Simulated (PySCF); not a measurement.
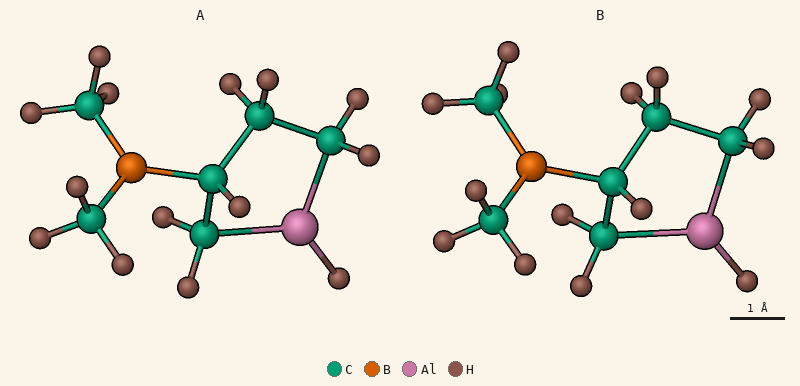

Two geometries of C6H14AlB, drawn at one scale. One is the start of a relaxation, the other its converged end. Style: ball-and-stick. Shown at a tilt.

These are results of PySCF 2.14.0, density-fitted response routines, PBE0-D3(BJ)/def2-SVP geometry optimisation, gas phase, not measurements. 

Q: Which one is relaxed?

A: Structure A is the relaxed one. The start comes from GFN2-xTB. Its atoms were then displaced at random by about 0.01 Å. An H atom moves most after the best rigid fit: 0.38 Å. By element the largest moves are H 0.38 Å, C 0.17 Å, Al 0.15 Å, B 0.03 Å. Among the contacts that change: Al–H 1.511 → 1.594 Å, B–C 1.617 → 1.568 Å, Al–C 2.004 → 1.962 Å, C–H 1.066 → 1.101 Å. Bond angles that change, for instance: Al–C–H 117.7° → 110.3°, Al–C–H 115.1° → 109.0°, B–C–C 102.5° → 97.3°. After 9 geometry steps the energy has fallen by 7.16 kcal/mol. Cost: 4.9 min on 1 thread of Arm Neoverse N1 (shared host).
